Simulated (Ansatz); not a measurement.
# Run report: C$_{16}$H$_{7}$N$_{2}$, geometry relaxation (part 2 of 2)

The same run, continued: C$_{16}$H$_{7}$N$_{2}$ (slab, 25 atoms in the cell); DFT LDA, scalar-relativistic, plane waves, PAW, PAW set soft_1, spin-polarised (Ansatz 0.2.0); cutoff 420 eV, 3×3×1 k-mesh, Gaussian smearing of 0.05 eV, collinear spins. The input holds or restrains some coordinates. Forces given for the steps count only the free coordinates. It belongs to a series of runs on one base structure; here: end point B relaxed.

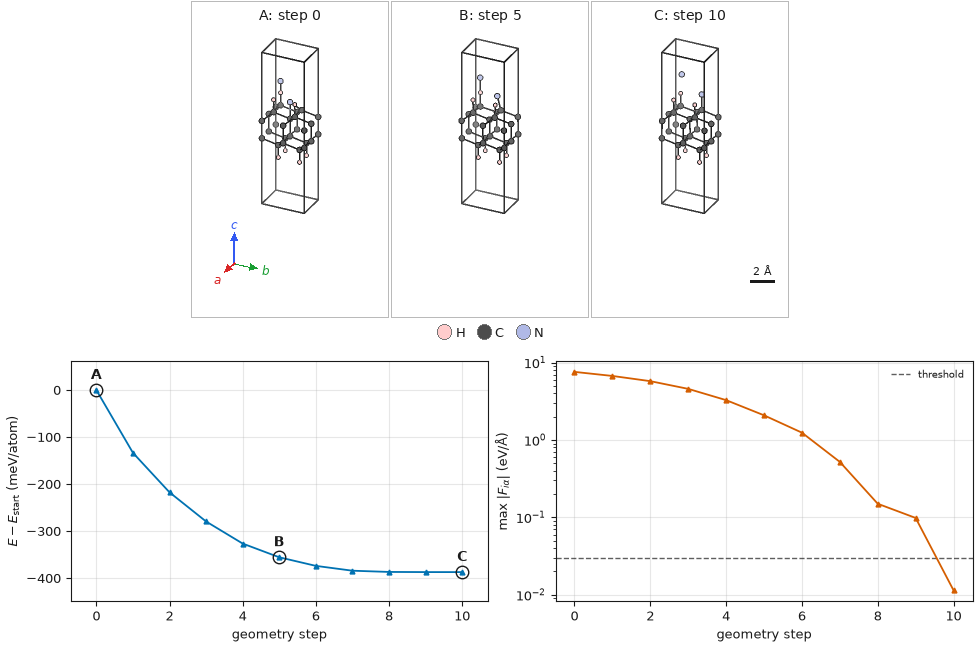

Fig. 1: Frames of the restrained relaxation (ball-and-stick view of the cell of the calculation, with the vacuum cut short (origin shifted), seen slightly off an axis) above the curves, on which the letters mark them (the first geometry is step 0 here and step 1 in the log).

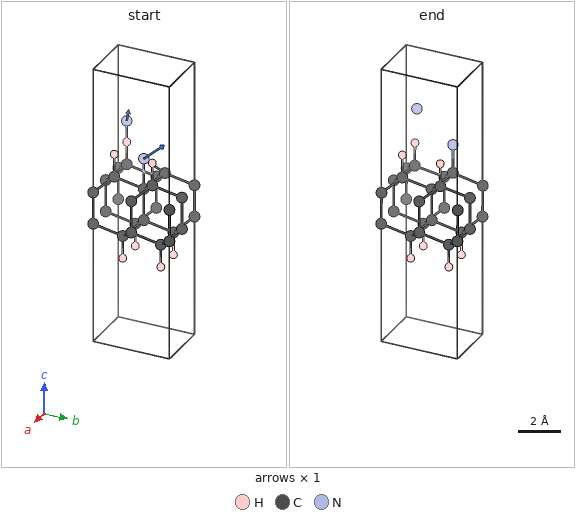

Fig. 2: Before (left) and after (right) the restrained relaxation, at one scale (ball-and-stick view of the cell of the calculation, with the vacuum cut short (origin shifted), seen slightly off an axis). The blue arrows give the displacements, at true length. N25 moves most: 1.52 Å. By element the largest moves are N 1.52 Å, C 0.07 Å, H 0.05 Å. The lattice vectors keep their values. Among the contacts that change: C16–N25 1.485 → 2.424 Å, H22–N24 1.040 → 1.662 Å, C17–N25 1.751 → 1.378 Å, C19–H22 1.100 → 1.127 Å. Bonds break: C16–N25 (1.49 → 2.42 Å), H22–N24 (1.04 → 1.66 Å). Among the angles that change: C16–C17–N25 53.1° → 110.4°, C13–C17–N25 125.2° → 110.1°, C19–C13–C20 109.5° → 111.7°. The energy falls by 387 meV per atom in 10 geometry steps. The largest force component goes from 7.6 to 0.011 eV/Å. (Atoms are counted from 1 in the order of the input.)

```
Magnetization: 1.0000 μB (41.0000 up, 40.0000 down)
Absolute magnetization: 4.6555 μB (∫|ρ↑−ρ↓|, with the PAW one-centre terms)
Spin contamination: 1.7831 ħ² per cell (⟨S²⟩ above its minimum at these occupations)
Per-site moments (μB) at R_I (Å): [(7.834668037331738e-5, 0.45374996203028245), (0.0006149579302204317, 0.45374996203028245), (7.834668037334071e-5, 0.45374996203028245), (-0.0012018339389158036, 0.45374996203028245), (-0.0010616589173529473, 0.45374996203028245), (1.4103184869240795e-5, 0.45374996203028245), (-0.0010616589173529458, 0.45374996203028245), (-0.006954560015298243, 0.45374996203028245), (0.0003598662573095542, 0.6306778822864615), (0.002457668833035906, 0.6314604836570542), (0.00035986625730951774, 0.6306778822864615), (-0.0027297212711284986, 0.6314072090546644), (-0.046003996977964624, 0.6274075922696838), (-0.0032302488368732853, 0.6305739078661854), (-0.04600399697796472, 0.627407592269684), (-0.04969081085089564, 0.6301429939267661), (0.009504655149003132, 0.5685636433935636), (-0.0017473747168642033, 0.4582390458817212), (0.03129996986365721, 0.46502948686552936), (-0.0017473747168641682, 0.4582390458817212), (-0.0019933641367887263, 0.4582390458817212), (0.005894199191459097, 0.46502948686552936), (-0.0019933641367887553, 0.4582390458817212), (1.6489022313402295, 0.6855023647255767), (-0.7217795968722501, 0.5685636433935636)]
Free energy (F): -4736.637627 eV
Harris-Foulkes:  -4736.637627 eV  (|F-HF|=2.11e-8)
Internal energy: -4736.637627 eV  (E = F + TS)
E sigma→0 (E₀):  -4736.637627 eV
Fermi energy:    0.066280 eV
--- Per-component energies (eV) ---
  E_band       = -664.032514
  E_kinetic    = 1766.712876
  E_local      = -38771.493569  (includes V_loc(G=0)·N_el)
  E_nonlocal   = 466.407883
  E_hartree    = 18606.038495
  E_xc         = -926.104307
  E_vxc        = -1154.458290  (∫ρ·V_xc dr)
  E_paw        = -1720.305380  (= ΣΔE_a)
  E_vpaw       = -183.263995  (= ΣTr[D̂ρ^β])
  E_aug_tail   = -0.005141  (compensation charges beyond the density's cutoff)
  E_ewald      = 15840.946109
[...]
  E_core_change = 1.165408  (= ΣΔE_core)
  E_smearing   = -0.000000  (= −TS)
  E_closure    = 0.000000  (closes the sum)
  Σ components = -4736.637627   (vs F -4736.637627, Δ=0.00e0)
--- Forces (eV/Å), atoms counted from 1 ---
  atom   1  H     -0.00508323    -0.00023135    -0.28490380
  atom   2  H      0.00577828    -0.00333609    -0.29457908
  atom   3  H     -0.00234125     0.00451788    -0.28490380
  atom   4  H      0.00504548    -0.00291301    -0.28006664
  atom   5  C      0.04293485     0.02318517     1.44794994
  atom   6  C     -0.04471744     0.02581762     1.39246768
  atom   7  C      0.00138848    -0.04877525     1.44794994
  atom   8  C     -0.00083107     0.00047982     1.55691205
  atom   9  C     -0.06577402    -0.31405225    -1.18544380
  atom  10  C      0.06982539    -0.04031371    -1.26187792
  atom  11  C      0.23909022     0.21398810    -1.18544380
  atom  12  C     -0.23966641     0.13837147    -1.07158036
  atom  13  C      0.00025725    -0.00101078    -0.00314817
  atom  14  C      0.00000144    -0.00000083    -0.00430574
  atom  15  C      0.00100399     0.00028261    -0.00314817
  atom  16  C     -0.00414793     0.00239481    -0.00317893
  atom  17  C     -0.00175897     0.00101554     0.00365219
  atom  18  C     -0.00720877     0.00184001     0.01058897
  atom  19  C      0.00615951    -0.00355619    -0.00645037
  atom  20  C     -0.00519788     0.00532297     0.01058897
  atom  21  H      0.00225428     0.00690205    -0.00056239
  atom  22  H      0.01141646    -0.00659130    -0.00339627
  atom  23  H     -0.00485021    -0.00540329    -0.00056239
  atom  24  N     -0.00158698     0.00091624     0.00501442
  atom  25  N     -0.00198120     0.00114385    -0.00173452
  max |Σ_I F_I| component: 1.62e-4 eV/Å
--- Relaxed structure (11 steps of the walk, 11 accepted, 0 SCFs on fresh bases) ---
  F+E_penalty+E_count = -4736.63762669 eV   max|allowed force component| = 1.142e-2 eV/Å
  atoms:
    - { symbol: H, position: [0.16666668500000006, 0.16666664000000023, 0.056254280000000004] }
    - { symbol: H, position: [0.66666673, 0.1666666350000002, 0.056254280000000004] }
    - { symbol: H, position: [0.1666666850000001, 0.6666666750000002, 0.056254280000000004] }
    - { symbol: H, position: [0.66666673, 0.6666666350000002, 0.056254280000000004] }
    - { symbol: C, position: [0.16666668500000006, 0.16666664000000023, 0.11813398] }
    - { symbol: C, position: [0.66666673, 0.1666666350000002, 0.11813398] }
    - { symbol: C, position: [0.1666666850000001, 0.6666666750000002, 0.11813398] }
    - { symbol: C, position: [0.66666673, 0.6666666350000002, 0.11813398] }
    - { symbol: C, position: [-0.166666665, 0.33333332000000027, 0.14712097000000002] }
    - { symbol: C, position: [0.33333337, 0.33333331500000024, 0.14712097000000002] }
    - { symbol: C, position: [-0.1666666650000001, 0.8333333450000002, 0.14712097000000002] }
    - { symbol: C, position: [0.33333337999999996, 0.8333333100000002, 0.14712097000000002] }
    - { symbol: C, position: [-0.16902256217591408, 0.3374030783002435, 0.23312316557067464] }
    - { symbol: C, position: [0.33317313885354005, 0.33341343057323025, 0.23323575670689267] }
    - { symbol: C, position: [-0.1690225621759141, 0.8316194838756711, 0.23312316557067464] }
    - { symbol: C, position: [0.33683483821186605, 0.8315825808940672, 0.23322419343953013] }
    - { symbol: C, position: [-0.00032328167558836934, 0.000161640837794388, 0.2636906758353232] }
    - { symbol: C, position: [0.49950409855836264, 0.00010240584842297718, 0.2605809798172109] }
    - { symbol: C, position: [-0.0003004348803185286, 0.5001502174401594, 0.25906843311090155] }
    - { symbol: C, position: [0.49950409855836253, 0.5003934955932149, 0.2605809798172109] }
    - { symbol: H, position: [0.5001909262900455, -0.001278045128398222, 0.3230719517341661] }
    - { symbol: H, position: [-0.0032225786540250323, 0.5016112893270127, 0.3224822941035416] }
    - { symbol: H, position: [0.5001909262900455, 0.5010871188383531, 0.3230719517341661] }
    - { symbol: N, position: [-0.034119400989454374, 0.5170597004947273, 0.4156576013664014] }
    - { symbol: N, position: [-0.001500445541326223, 1.0007502227706633, 0.34122743689847845] }
```

### Trajectory as extended XYZ (Å, eV, eV/Å), 4 of the 11 frames kept, from step=1 to step=11
```
25
Lattice="5.0487 0.0000 0.0000 2.5244 4.3723 0.0000 0.0000 0.0000 17.7764" Properties=species:S:1:pos:R:3:forces:R:3 step=1 energy=-4726.96192
H     1.2622    0.7287    1.0000    0.0033  -0.0163  -0.3037
H     3.7866    0.7287    1.0000   -0.0019   0.0011  -0.3379
H     2.5244    2.9149    1.0000    0.0158   0.0053  -0.3037
H     5.0487    2.9149    1.0000    0.0313  -0.0181  -0.3147
C     1.2622    0.7287    2.1000   -0.0055  -0.0119   1.8074
C     3.7866    0.7287    2.1000    0.0145  -0.0083   1.4935
C     2.5244    2.9149    2.1000    0.0076   0.0107   1.8074
C     5.0487    2.9149    2.1000   -0.0620   0.0358   1.7462
C     0.0000    1.4574    2.6153   -0.1086  -0.2314  -1.0177
C     2.5244    1.4574    2.6153    0.0702  -0.0405  -0.8967
C     1.2622    3.6436    2.6153    0.1461   0.2097  -1.0177
C     3.7866    3.6436    2.6153    0.3188  -0.1841  -2.8828
C     0.0000    1.4574    4.1611    0.8716   0.1210   1.7379
C     2.5244    1.4574    4.1611   -0.7908   0.4565   0.6720
C     1.2622    3.6436    4.1611    0.3310  -0.8153   1.7379
C     3.7866    3.6436    4.1611   -0.4442   0.2565  -2.8563
C     0.0000    0.0000    4.6764    0.9734  -0.5620  -1.4544
C     2.5244    0.0000    4.6764    3.8419   2.2380  -3.3250
C     1.2622    2.1862    4.6764    0.0513  -0.0296  -7.5770
C     3.7866    2.1862    4.6764   -0.0172  -4.4462  -3.3250
H     2.5244    0.0000    5.7764    1.7429   1.0951   0.8202
H     1.2622    2.1862    5.7764   -0.0458   0.0264  -0.9887
H     3.7866    2.1862    5.7764   -0.0769  -2.0570   0.8202
N     1.2622    2.1862    6.8164    0.0559  -0.0323   6.5492
N     3.7866    3.6436    5.6464   -6.9230   3.9970   7.4100
25
Lattice="5.0487 0.0000 0.0000 2.5244 4.3723 0.0000 0.0000 0.0000 17.7764" Properties=species:S:1:pos:R:3:forces:R:3 step=4 energy=-4733.94764
H     1.2622    0.7287    1.0000   -0.0026  -0.0208  -0.2885
H     3.7866    0.7287    1.0000    0.0001  -0.0001  -0.3120
H     2.5244    2.9149    1.0000    0.0167   0.0126  -0.2885
H     5.0487    2.9149    1.0000    0.0511  -0.0295  -0.3012
C     1.2622    0.7287    2.1000    0.0061   0.0085   1.5438
C     3.7866    0.7287    2.1000    0.0099  -0.0057   1.4739
C     2.5244    2.9149    2.1000   -0.0043  -0.0095   1.5438
C     5.0487    2.9149    2.1000   -0.0003   0.0002   1.7326
C     0.0000    1.4574    2.6153   -0.0581  -0.4482  -1.1522
C     2.5244    1.4574    2.6153    0.0785  -0.0453  -1.7119
C     1.2622    3.6436    2.6153    0.3591   0.2745  -1.1522
C     3.7866    3.6436    2.6153    0.3924  -0.2266  -1.7869
C     0.0183    1.4387    4.1731   -0.1097   0.0372  -0.4338
C     2.5213    1.4592    4.1358    0.3761  -0.2171  -0.2464
C     1.2876    3.6372    4.1731   -0.0871   0.0765  -0.4338
C     3.8138    3.6279    4.1472    1.3053  -0.7536  -1.6743
C     0.0494   -0.0285    4.6348    1.3595  -0.7849   1.2754
C     2.5760    0.0316    4.6326   -0.2796  -0.7121  -0.0061
C     1.2659    2.1840    4.5630    0.1041  -0.0601   0.3698
C     3.7850    2.1257    4.6326    0.4769   0.5981  -0.0061
H     2.5790    0.0848    5.7571    0.2154  -0.0812  -0.5226
H     1.2667    2.1836    5.8066    0.0307  -0.0177  -0.6382
H     3.7405    2.0964    5.7571    0.1780  -0.1459  -0.5226
N     1.2853    2.1728    7.0474    0.1531  -0.0884   1.3257
N     3.3274    3.9087    5.8874   -4.5730   2.6402   2.2134
25
Lattice="5.0487 0.0000 0.0000 2.5244 4.3723 0.0000 0.0000 0.0000 17.7764" Properties=species:S:1:pos:R:3:forces:R:3 step=8 energy=-4736.56347
H     1.2622    0.7287    1.0000   -0.0023  -0.0047  -0.2804
H     3.7866    0.7287    1.0000    0.0100  -0.0058  -0.3016
H     2.5244    2.9149    1.0000    0.0030   0.0044  -0.2804
H     5.0487    2.9149    1.0000    0.0230  -0.0133  -0.2784
C     1.2622    0.7287    2.1000    0.0357   0.0355   1.4495
C     3.7866    0.7287    2.1000   -0.0325   0.0188   1.3723
C     2.5244    2.9149    2.1000   -0.0129  -0.0486   1.4495
C     5.0487    2.9149    2.1000    0.0195  -0.0113   1.5592
C     0.0000    1.4574    2.6153   -0.0671  -0.4081  -1.1295
C     2.5244    1.4574    2.6153    0.1541  -0.0890  -1.4054
C     1.2622    3.6436    2.6153    0.3199   0.2621  -1.1295
C     3.7866    3.6436    2.6153   -0.0799   0.0461  -1.3215
C     0.0043    1.4663    4.1521    0.0757  -0.0557  -0.1151
C     2.5301    1.4541    4.1411   -0.0137   0.0079  -0.0854
C     1.2566    3.6354    4.1521    0.0861  -0.0377  -0.1151
C     3.8151    3.6271    4.1324   -0.0739   0.0427   0.2344
C     0.0246   -0.0142    4.6850   -0.0324   0.0187   0.2934
C     2.5318   -0.0018    4.6300    0.0521   0.0433   0.3219
C     1.2672    2.1832    4.5873    0.0318  -0.0184   0.1291
C     3.7918    2.1806    4.6300   -0.0114  -0.0667   0.3219
H     2.5180    0.0142    5.7529   -0.0080  -0.0929  -0.3448
H     1.2760    2.1782    5.7274   -0.0515   0.0297  -0.0241
H     3.7711    2.1846    5.7529    0.0765   0.0534  -0.3448
N     1.2966    2.1663    7.2500    0.0183  -0.0105   0.2371
N     2.6628    4.2924    6.0716   -0.5207   0.3006  -0.2117
25
Lattice="5.0487 0.0000 0.0000 2.5244 4.3723 0.0000 0.0000 0.0000 17.7764" Properties=species:S:1:pos:R:3:forces:R:3 step=11 energy=-4736.63763
H     1.2622    0.7287    1.0000   -0.0051  -0.0002  -0.2849
H     3.7866    0.7287    1.0000    0.0058  -0.0033  -0.2946
H     2.5244    2.9149    1.0000   -0.0023   0.0045  -0.2849
H     5.0487    2.9149    1.0000    0.0050  -0.0029  -0.2801
C     1.2622    0.7287    2.1000    0.0429   0.0232   1.4480
C     3.7866    0.7287    2.1000   -0.0447   0.0258   1.3925
C     2.5244    2.9149    2.1000    0.0014  -0.0488   1.4480
C     5.0487    2.9149    2.1000   -0.0008   0.0005   1.5569
C     0.0000    1.4574    2.6153   -0.0658  -0.3141  -1.1854
C     2.5244    1.4574    2.6153    0.0698  -0.0403  -1.2619
C     1.2622    3.6436    2.6153    0.2391   0.2140  -1.1854
C     3.7866    3.6436    2.6153   -0.2397   0.1384  -1.0716
C    -0.0016    1.4752    4.1441    0.0003  -0.0010  -0.0031
C     2.5238    1.4578    4.1461    0.0000   0.0000  -0.0043
C     1.2460    3.6361    4.1441    0.0010   0.0003  -0.0031
C     3.7998    3.6360    4.1459   -0.0041   0.0024  -0.0032
C    -0.0012    0.0007    4.6875   -0.0018   0.0010   0.0037
C     2.5221    0.0004    4.6322   -0.0072   0.0018   0.0106
C     1.2610    2.1868    4.6053    0.0062  -0.0036  -0.0065
C     3.7850    2.1879    4.6322   -0.0052   0.0053   0.0106
H     2.5221   -0.0056    5.7431    0.0023   0.0069  -0.0006
H     1.2500    2.1932    5.7326    0.0114  -0.0066  -0.0034
H     3.7903    2.1909    5.7431   -0.0049  -0.0054  -0.0006
N     1.1330    2.2608    7.3889   -0.0016   0.0009   0.0050
N     2.5187    4.3756    6.0658   -0.0020   0.0011  -0.0017
```

### Key numbers

| quantity | value |
| --- | --- |
| outcome | converged under the restraints of the input |
| electrons treated | 81 |
| free energy | −4736.6376 eV |
| Fermi energy | 0.066 eV |
| net moment of the cell | 1.00 μB |
| integrated absolute moment | 4.66 μB |
| final volume | 392.41 Å³ |
| largest force (length of the vector) at the end, held atoms and coordinates included | 1.557 eV/Å |
| wall time | 82 s (CPU time 2.7 min) |
| peak memory | 0.64 GiB |

### Notes

Warnings of the run: the PAW datasets were made with another functional.
